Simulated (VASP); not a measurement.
**Work functions of rock-salt VN by face and end**

How far do face, termination and an added layer move the work function? Model: rock-salt VN at a = 4.11 A.

Main program and level: VASP 6.6.1; PBEsol, no spin polarisation; plane waves and PAW (V_sv, N), in the first sound run; inputs show where later runs differ.

## 1. Starting point

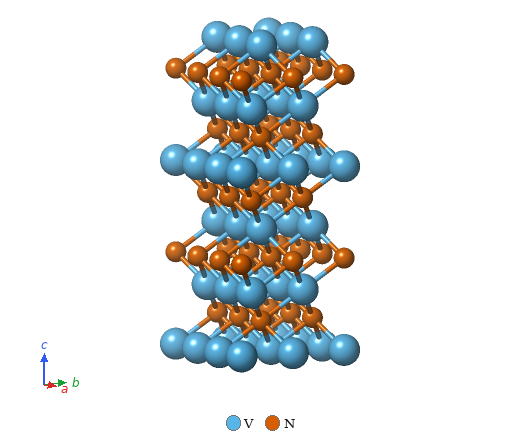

The starting structure, seen from the side, with the c axis up (vanadium blue, nitrogen orange). 3×2×1 cells are drawn. Bonds to atoms that aren't drawn are left out. Some periodic images of atoms are drawn too.

The cell holds 11 atoms: 6 V and 5 N. Cell: a = 2.906 Å, b = 2.906 Å, c = 27.865 Å, α = 90.0°, β = 90.0°, γ = 120.0°. It derives from VN. Vacuum lies along c.

## 2. Relax the state, PBEsol

State “VN(111), V ends”: the free atoms relax.

Level: PBEsol, no spin polarisation; plane waves and PAW (V_sv, N).

INCAR

```
SYSTEM = V6N5
PREC = Normal
ENCUT = 400
EDIFF = 1E-05
NELM = 120
ISMEAR = 1
SIGMA = 0.1
LREAL = .FALSE.
ALGO = Fast
GGA = PS
NBANDS = 63
LASPH = .TRUE.
LORBIT = 11
LWAVE = .FALSE.
LCHARG = .FALSE.
KPAR = 2
IBRION = 2
NSW = 80
ISIF = 2
EDIFFG = -0.04
POTIM = 0.4
MAXMIX = 40
IDIPOL = 3
LDIPOL = .TRUE.
DIPOL = 0.5 0.5 0.5
ISYM = 2
```

POSCAR

```
V6N5
1.0
    2.9062088710      0.0000000000      0.0000000000
   -1.4531044350      2.5168507110      0.0000000000
    0.0000000000      0.0000000000     27.8645480320
V N
6 5
Direct
    0.0000000000      0.0000000000      0.2871031670
    0.6666666670      0.3333333330      0.3722619000
    0.3333333330      0.6666666670      0.4574206330
    0.0000000000      0.0000000000      0.5425793670
    0.6666666670      0.3333333330      0.6277381000
    0.3333333330      0.6666666670      0.7128968330
    0.3333333330      0.6666666670      0.3296825340
    0.0000000000      0.0000000000      0.4148412670
    0.6666666670      0.3333333330      0.5000000000
    0.3333333330      0.6666666670      0.5851587330
    0.0000000000      0.0000000000      0.6703174660
```

KPOINTS

```
Automatic mesh
0
Gamma
15 15 1
0 0 0
```

The projector-augmented-wave data sets are V_sv and N (PBE family, release 64).

On the command line:

```console
mpirun -np 2 vasp_std
```

The program printed:

```text
[banner, memory and clock lines left out]
running    2 mpi-ranks, on    1 nodes
[...]
|                                                                             |
|               ----> ADVICE to this user running VASP <----                  |
|                                                                             |
|     You enforced a specific xc type in the INCAR file but a different       |
|     [... a line on the potential file left out ...]
|     I HOPE YOU KNOW WHAT YOU ARE DOING!                                     |
|                                                                             |

 LDA part: xc-table for (Slater+PW92), standard interpolation
 POSCAR, INCAR and KPOINTS ok, starting setup
[...]
entering main loop
       N       E                     dE             d eps       ncg     rms          rms(c)
DAV:   1     0.137256621633E+04    0.13726E+04   -0.56445E+04  3874   0.139E+03
DAV:   2     0.370687767177E+01   -0.13689E+04   -0.13365E+04  3709   0.502E+02
[...]
[... from here on, the cycles between the ionic steps are left out ...]
   2 F= -.11049561E+03 E0= -.11049458E+03  d E =-.429974E+00
   3 F= -.11058748E+03 E0= -.11058636E+03  d E =-.521837E+00
   4 F= -.11058836E+03 E0= -.11058726E+03  d E =-.522722E+00
   5 F= -.11065440E+03 E0= -.11065275E+03  d E =-.660379E-01
   6 F= -.11069242E+03 E0= -.11069104E+03  d E =-.104052E+00
   7 F= -.11072093E+03 E0= -.11072051E+03  d E =-.285128E-01
   8 F= -.11073250E+03 E0= -.11073268E+03  d E =-.400800E-01
   9 F= -.11073555E+03 E0= -.11073606E+03  d E =-.431344E-01
  10 F= -.11073592E+03 E0= -.11073635E+03  d E =-.435028E-01
  11 F= -.11075247E+03 E0= -.11075277E+03  d E =-.165498E-01
  12 F= -.11075311E+03 E0= -.11075340E+03  d E =-.171875E-01
  13 F= -.11076411E+03 E0= -.11076466E+03  d E =-.110061E-01
  14 F= -.11076446E+03 E0= -.11076503E+03  d E =-.113542E-01
  15 F= -.11077305E+03 E0= -.11077361E+03  d E =-.859118E-02
  16 F= -.11077513E+03 E0= -.11077568E+03  d E =-.106740E-01
  17 F= -.11077795E+03 E0= -.11077824E+03  d E =-.282099E-02
  18 F= -.11077797E+03 E0= -.11077827E+03  d E =-.283655E-02
  19 F= -.11077875E+03 E0= -.11077912E+03  d E =-.778375E-03
  20 F= -.11077879E+03 E0= -.11077914E+03  d E =-.814974E-03
[...]
reached required accuracy - stopping structural energy minimisation
```

The job ended after 23 min (2 MPI ranks of Intel Xeon Platinum 8259CL at 2.50GHz (Skylake/Cascade Lake), shared host; peak memory 0.56 GiB; 39 min of CPU time).

The logs omit lines about the potential files and the build; timing stands in the text.

Parts of OUTCAR (step 2):

```text
  Total       -3.5029917     -3.5029917     -3.4514337     -0.0000000      0.0000000      0.0000000
  in kB      -27.5367958    -27.5367958    -27.1315017     -0.0000000      0.0000000      0.0000000
  external PRESSURE =     -27.4016978 kB  Pullay stress =       0.0000000 kB

 POSITION                                       TOTAL-FORCE (eV/Angst)
 -----------------------------------------------------------------------------------
     -0.00000      0.00000      8.28898         0.000000     -0.000000      0.023791
      1.45310      0.83895     10.38742         0.000000     -0.000000     -0.000355
     -0.00000      1.67790     12.87443         0.000000     -0.000000     -0.024956
      0.00000      0.00000     14.99012         0.000000      0.000000      0.024956
      1.45310      0.83895     17.47713         0.000000     -0.000000      0.000355
     -0.00000      1.67790     19.57557        -0.000000     -0.000000     -0.023791
     -0.00000      1.67790      9.18941         0.000000     -0.000000      0.028901
      0.00000      0.00000     11.58458        -0.000000      0.000000      0.000845
      1.45310      0.83895     13.93227         0.000000     -0.000000      0.000000
     -0.00000      1.67790     16.27997         0.000000     -0.000000     -0.000845
      0.00000      0.00000     18.67514        -0.000000      0.000000     -0.028901
 -----------------------------------------------------------------------------------
    total drift:                                0.000007     -0.000003     -0.011248

  FREE ENERGIE OF THE ION-ELECTRON SYSTEM (eV)
  ---------------------------------------------------
  free  energy   TOTEN  =      -110.7787852652 eV

  energy  without entropy=     -110.7798608457  energy(sigma->0) =     -110.77914379

 reached required accuracy - stopping structural energy minimisation

[... 3 further parts left out ...]
[key lines of the parts left out:]
E-fermi :   3.4027
```

Read from the output:

```
energy(sigma→0) of the program : -110.7791 eV
ionic steps                    : 20
```

## 3. Potential of the state, PBEsol

State “VN(111), V ends”: a tighter run that also writes the potential.

Level: PBEsol, no spin polarisation; plane waves and PAW (V_sv, N).

INCAR

```
SYSTEM = V6N5
PREC = Normal
ENCUT = 400
EDIFF = 1E-06
NELM = 120
ISMEAR = 1
SIGMA = 0.1
LREAL = .FALSE.
ALGO = Fast
GGA = PS
NBANDS = 63
LASPH = .TRUE.
LORBIT = 11
LWAVE = .FALSE.
LCHARG = .FALSE.
KPAR = 2
IDIPOL = 3
LDIPOL = .TRUE.
DIPOL = 0.5 0.5 0.5
LVHAR = .TRUE.
LVACPOTAV = .TRUE.
NEDOS = 1500
```

POSCAR

```
V6N5
1.0
    2.9062088710      0.0000000000      0.0000000000
   -1.4531044350      2.5168507110      0.0000000000
    0.0000000000      0.0000000000     27.8645480320
V N
6 5
Direct
    0.0000000000      0.0000000000      0.2974740079
    0.6666666670      0.3333333330      0.3727825221
    0.3333333330      0.6666666670      0.4620362044
    0.0000000000      0.0000000000      0.5379637956
    0.6666666670      0.3333333330      0.6272174779
    0.3333333330      0.6666666670      0.7025259921
    0.3333333330      0.6666666670      0.3297884650
    0.0000000000      0.0000000000      0.4157462522
    0.6666666670      0.3333333330      0.5000000000
    0.3333333330      0.6666666670      0.5842537478
    0.0000000000      0.0000000000      0.6702115350
```

KPOINTS is that of step 2.

On the command line:

```console
mpirun -np 2 vasp_std
```

The program printed:

```text
[banner, memory and clock lines left out]
running    2 mpi-ranks, on    1 nodes
[...]
[... a notice as in an earlier step ...]

 LDA part: xc-table for (Slater+PW92), standard interpolation
 POSCAR, INCAR and KPOINTS ok, starting setup
[...]
entering main loop
       N       E                     dE             d eps       ncg     rms          rms(c)
DAV:   1     0.138747617185E+04    0.13875E+04   -0.56877E+04  3930   0.139E+03
DAV:   2     0.458425218236E+00   -0.13870E+04   -0.13549E+04  3720   0.503E+02
DAV:   3    -0.132933750011E+03   -0.13339E+03   -0.13156E+03  4601   0.152E+02
DAV:   4    -0.137416314594E+03   -0.44826E+01   -0.43811E+01  4197   0.270E+01
[...]
RMM:  28    -0.110778786626E+03   -0.27466E-05   -0.61288E-06  2600   0.271E-03    0.421E-03
RMM:  29    -0.110778787842E+03   -0.12154E-05   -0.38134E-06  1694   0.129E-03    0.387E-03
RMM:  30    -0.110778788683E+03   -0.84142E-06   -0.21006E-06  1832   0.136E-03
|                                                                             |
|           W    W    AA    RRRRR   N    N  II  N    N   GGGG   !!!           |
|           W    W   A  A   R    R  NN   N  II  NN   N  G    G  !!!           |
|           W    W  A    A  R    R  N N  N  II  N N  N  G       !!!           |
|           W WW W  AAAAAA  RRRRR   N  N N  II  N  N N  G  GGG   !            |
|           WW  WW  A    A  R   R   N   NN  II  N   NN  G    G                |
|           W    W  A    A  R    R  N    N  II  N    N   GGGG   !!!           |
|                                                                             |
|     Did not find any points to average over, which means that no vacuum     |
|     field-free region was found. Please increase the size of  your cell     |
|     in the dimension of the dipole correction to obtain accurate            |
|     workfunction values.                                                    |
|                                                                             |

   1 F= -.11077879E+03 E0= -.11077915E+03  d E =0.107223E-02
|                                                                             |
|           W    W    AA    RRRRR   N    N  II  N    N   GGGG   !!!           |
|           W    W   A  A   R    R  NN   N  II  NN   N  G    G  !!!           |
|           W    W  A    A  R    R  N N  N  II  N N  N  G       !!!           |
|           W WW W  AAAAAA  RRRRR   N  N N  II  N  N N  G  GGG   !            |
|           WW  WW  A    A  R   R   N   NN  II  N   NN  G    G                |
|           W    W  A    A  R    R  N    N  II  N    N   GGGG   !!!           |
|                                                                             |
|     Did not find any points to average over, which means that no vacuum     |
|     field-free region was found. Please increase the size of  your cell     |
|     in the dimension of the dipole correction to obtain accurate            |
|     workfunction values.                                                    |
|                                                                             |
```

It took 2.6 min on 2 MPI ranks; peak memory 0.54 GiB; 5.1 min of CPU time.

From OUTCAR (step 3):

```text
  LATTYP: Found a hexagonal cell.
 ALAT       =     2.9062088710
 C/A-ratio  =     9.5879371610

 Subroutine GETGRP returns: Found 12 space group operations
 (whereof  6 operations were pure point group operations)

The static configuration has the point symmetry C_3v.
 The point group associated with its full space group is D_3d.

 Found     27 irreducible k-points:

   dimension x,y,z NGX =    14 NGY =   14 NGZ =  140
   dimension x,y,z NGXF=    28 NGYF=   28 NGZF=  280

   ENCUT  =  400.0 eV  29.40 Ry    5.42 a.u.   4.74  4.74 45.44*2*pi/ulx,y,z

   NELECT =     103.0000    total number of electrons

 dipolmoment           0.000000      0.000000     -0.000028 electrons x Angstroem

 E-fermi :   3.4026

 k-point     1 :       0.0000    0.0000    0.0000
  band No.  band energies     occupation
    ...
     53       2.5274      2.00000
     54       2.8947      2.00000
     55       3.0269      2.00000
     56       3.0269      2.00000
     57       3.2925      2.06537
     58       3.6512     -0.00247
     59       3.6512     -0.00246
     60       4.3149     -0.00000
     61       4.3180     -0.00000
     62       4.3313     -0.00000
    ...

 k-point     2 :       0.0667    0.0000    0.0000
  band No.  band energies     occupation
    ...
     52       2.5614      2.00000
     53       2.7177      2.00000
     54       2.7723      2.00000
     55       3.0538      2.00001
     56       3.1673      2.00436
     57       3.4949     -0.03016
     58       3.6944     -0.00029
     59       3.7796     -0.00000
     60       4.1077     -0.00000
     61       4.2771     -0.00000
    ...

  Total       -3.4935395     -3.4935395     -3.4424458     -0.0000000      0.0000000      0.0000000
  in kB      -27.4624927    -27.4624927    -27.0608483     -0.0000000      0.0000000      0.0000000
  external PRESSURE =     -27.3286112 kB  Pullay stress =       0.0000000 kB

 POSITION                                       TOTAL-FORCE (eV/Angst)
 -----------------------------------------------------------------------------------
      0.00000      0.00000      8.28898         0.000000     -0.000000      0.019793
      1.45310      0.83895     10.38742         0.000000      0.000000     -0.008600
     -0.00000      1.67790     12.87443        -0.000000      0.000000     -0.021478
      0.00000      0.00000     14.99012         0.000000     -0.000000      0.021478
      1.45310      0.83895     17.47713        -0.000000     -0.000000      0.008600
     -0.00000      1.67790     19.57557        -0.000000     -0.000000     -0.019793
     -0.00000      1.67790      9.18941         0.000000      0.000000      0.029978
      0.00000      0.00000     11.58458        -0.000000     -0.000000     -0.000757
      1.45310      0.83895     13.93227         0.000000     -0.000000     -0.000000
     -0.00000      1.67790     16.27997         0.000000     -0.000000      0.000757
      0.00000      0.00000     18.67514        -0.000000     -0.000000     -0.029978
 -----------------------------------------------------------------------------------
    total drift:                                0.000007     -0.000003     -0.005220

  FREE ENERGIE OF THE ION-ELECTRON SYSTEM (eV)
  ---------------------------------------------------
  free  energy   TOTEN  =      -110.7787886833 eV

  energy  without entropy=     -110.7798609133  energy(sigma->0) =     -110.77914609

 total charge
# of ion       s       p       d       tot
------------------------------------------
    1        2.273   6.272   3.250  11.796
    2        2.244   6.289   3.219  11.752
    3        2.250   6.302   3.232  11.784
    4        2.250   6.302   3.232  11.784
    5        2.244   6.289   3.219  11.752
    6        2.273   6.272   3.250  11.796
    7        1.270   2.478   0.000   3.748
    8        1.247   2.438   0.000   3.685
    9        1.264   2.500   0.000   3.764
   10        1.247   2.438   0.000   3.685
   11        1.270   2.478   0.000   3.748
--------------------------------------------------
tot         19.834  50.058  19.402  89.294

[... 2 parts as in an earlier step ...]

[... 7 further parts left out ...]
```

Read from the output:

- energy(sigma→0) of the program: -110.7791 eV
- work function, from the planar potential, upper and lower side: 4.90, 4.90 eV

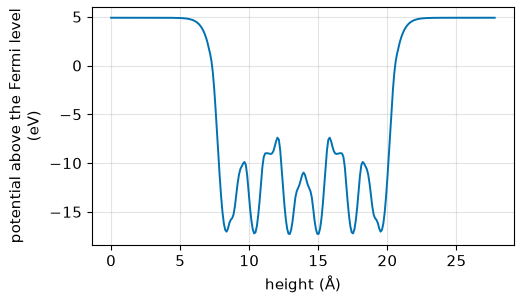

Planar average of the electrostatic potential.

## 4. Relax the state, PBEsol

State “VN(111), V ends, one layer of O on top”: the free atoms relax.

Level: PBEsol, no spin polarisation; plane waves and PAW (V_sv, N, O).

System, named by how it was started: O on VN(111). The cell holds 12 atoms: 6 V, 5 N and 1 O. Cell: a = 2.906 Å, b = 2.906 Å, c = 28.965 Å, α = 90.0°, β = 90.0°, γ = 120.0°. It derives from VN. Vacuum lies along c.

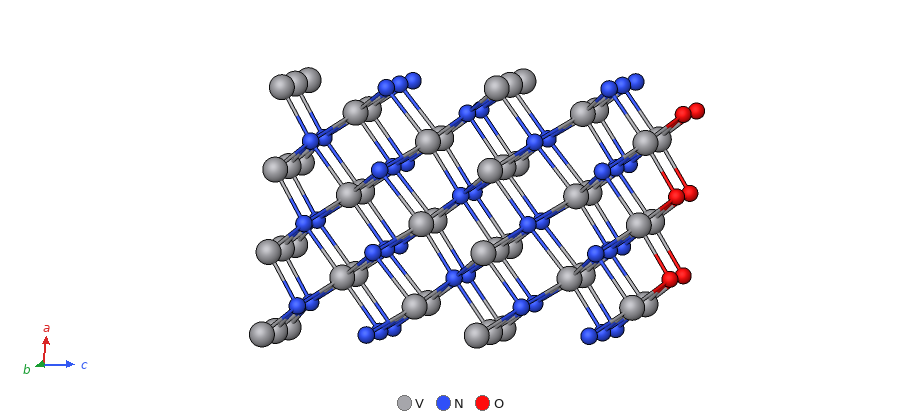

The cell at the end of this step (vanadium grey, nitrogen blue, oxygen red). Bonds to atoms that aren't drawn are left out. 3×2×1 cells are drawn. Some periodic images of atoms are drawn too.

INCAR

```
SYSTEM = V6N5O
PREC = Normal
ENCUT = 400
EDIFF = 1E-05
NELM = 120
ISMEAR = 1
SIGMA = 0.1
LREAL = .FALSE.
ALGO = Fast
GGA = PS
NBANDS = 67
LASPH = .TRUE.
LORBIT = 11
LWAVE = .FALSE.
LCHARG = .FALSE.
KPAR = 2
IBRION = 2
NSW = 80
ISIF = 2
EDIFFG = -0.04
POTIM = 0.4
MAXMIX = 40
IDIPOL = 3
LDIPOL = .TRUE.
DIPOL = 0.5 0.5 0.501
ISYM = 2
```

POSCAR

```
V6N5O
1.0
    2.9062088710      0.0000000000      0.0000000000
   -1.4531044350      2.5168507110      0.0000000000
    0.0000000000      0.0000000000     28.9645480320
V N O
6 5 1
Direct
    0.0000000000      0.0000000000      0.2761997180
    0.6666666670      0.3333333330      0.3581243390
    0.3333333330      0.6666666670      0.4400489590
    0.0000000000      0.0000000000      0.5219735800
    0.6666666670      0.3333333330      0.6038982000
    0.3333333330      0.6666666670      0.6858228210
    0.3333333330      0.6666666670      0.3171620280
    0.0000000000      0.0000000000      0.3990866490
    0.6666666670      0.3333333330      0.4810112690
    0.3333333330      0.6666666670      0.5629358900
    0.0000000000      0.0000000000      0.6448605100
    0.6666666670      0.3333333330      0.7238002820
```

KPOINTS is that of step 3.

PAW data sets: V_sv, N and O (PBE family, release 64).

On the command line:

```console
mpirun -np 2 vasp_std
```

The program printed:

```text
[banner, memory and clock lines left out]
running    2 mpi-ranks, on    1 nodes
[...]
[... a notice as in an earlier step ...]

 LDA part: xc-table for (Slater+PW92), standard interpolation
 POSCAR, INCAR and KPOINTS ok, starting setup
[...]
entering main loop
       N       E                     dE             d eps       ncg     rms          rms(c)
DAV:   1     0.144399919663E+04    0.14440E+04   -0.59331E+04  4154   0.138E+03
DAV:   2     0.136493835695E+02   -0.14303E+04   -0.13908E+04  3863   0.496E+02
DAV:   3    -0.144137603834E+03   -0.15779E+03   -0.15529E+03  4905   0.154E+02
DAV:   4    -0.150460015983E+03   -0.63224E+01   -0.62149E+01  4508   0.295E+01
[...]
RMM:  33    -0.119662495663E+03   -0.19130E-04   -0.14467E-04  2393   0.155E-02    0.309E-02
RMM:  34    -0.119662501859E+03   -0.61965E-05   -0.10602E-04  1877   0.750E-03    0.203E-02
RMM:  35    -0.119662506830E+03   -0.49710E-05   -0.62513E-05  1816   0.603E-03
   1 F= -.11966251E+03 E0= -.11966250E+03  d E =-.119663E+03
[... from here on, the cycles between the ionic steps are left out ...]
   2 F= -.12000573E+03 E0= -.12000620E+03  d E =-.343223E+00
   4 F= -.12010449E+03 E0= -.12010424E+03  d E =-.734023E-01
   7 F= -.12014311E+03 E0= -.12014182E+03  d E =-.277006E-01
  10 F= -.12016241E+03 E0= -.12016213E+03  d E =-.507921E-02
  13 F= -.12017409E+03 E0= -.12017336E+03  d E =-.969861E-02
  16 F= -.12018009E+03 E0= -.12017930E+03  d E =-.125029E-02
  19 F= -.12018198E+03 E0= -.12018110E+03  d E =-.313581E-02
  22 F= -.12018333E+03 E0= -.12018235E+03  d E =-.130942E-02
  25 F= -.12018387E+03 E0= -.12018279E+03  d E =0.651960E-04
  28 F= -.12018403E+03 E0= -.12018295E+03  d E =-.185966E-03
  31 F= -.12018466E+03 E0= -.12018361E+03  d E =-.813407E-03
  34 F= -.12018507E+03 E0= -.12018405E+03  d E =-.396501E-03
  35 F= -.12018537E+03 E0= -.12018445E+03  d E =-.695951E-03
  36 F= -.12018578E+03 E0= -.12018497E+03  d E =-.416720E-03
 trial-energy change:   -0.000417  1 .order   -0.000430   -0.000545   -0.000316
 step:   1.7347(harm=  1.7347)  dis= 0.00974  next Energy=  -120.186013 (dE=-0.647E-03)
 reached required accuracy - stopping structural energy minimisation
```

Run time: 34 min. Hardware: 2 MPI ranks; peak memory 0.61 GiB; 68 min of CPU time.

From OUTCAR (step 4):

```text
  Total       -4.9087247     -4.9087247     -4.3519802     -0.0000000     -0.0000000      0.0000000
  in kB      -37.1217313    -37.1217313    -32.9114074     -0.0000000     -0.0000000      0.0000000
  external PRESSURE =     -35.7182900 kB  Pullay stress =       0.0000000 kB

 POSITION                                       TOTAL-FORCE (eV/Angst)
 -----------------------------------------------------------------------------------
      0.00000      0.00000      8.29065        -0.000000     -0.000000      0.006458
      1.45310      0.83895     10.40125         0.000000     -0.000000      0.011213
     -0.00000      1.67790     12.89105        -0.000000      0.000000      0.025568
      0.00000      0.00000     15.05932        -0.000000      0.000000     -0.027384
      1.45310      0.83895     17.55993         0.000000     -0.000000     -0.020838
     -0.00000      1.67790     19.74468         0.000000     -0.000000      0.019694
     -0.00000      1.67790      9.19474         0.000000      0.000000      0.028931
     -1.45310      2.51685     11.57971        -0.000000     -0.000000      0.022433
      1.45310      0.83895     13.92348         0.000000     -0.000000     -0.000772
     -0.00000      1.67790     16.25258        -0.000000     -0.000000     -0.026534
      2.90621      0.00000     18.59871        -0.000000     -0.000000     -0.026449
      1.45310      0.83895     20.72348        -0.000000      0.000000     -0.012320
 -----------------------------------------------------------------------------------
    total drift:                               -0.000148     -0.000129     -0.014349

  FREE ENERGIE OF THE ION-ELECTRON SYSTEM (eV)
  ---------------------------------------------------
  free  energy   TOTEN  =      -120.1857821177 eV

  energy  without entropy=     -120.1833586051  energy(sigma->0) =     -120.18497428

[... 1 part as in an earlier step ...]

[... 3 further parts left out ...]
[key lines of the parts left out:]
E-fermi :   2.9781
```

Read from the output:

| Item | Value |
| --- | --- |
| energy(sigma→0) of the program | -120.1850 eV |
| ionic steps | 36 |

(Part 1 of 2 ends here.)

[Lines on the potential files, build, host, timing and source positions are cut from VASP's logs without a mark.]

[Logs are printed without paths, hosts, clocks, repeated set-up lines and the standing remarks that a program may print on its own settings, such as how far it seeks lower states.]

[Hosts, paths, dates, database ids (printed as entryN), source tags and the programs' standing remarks are cut or masked in the printed files.]
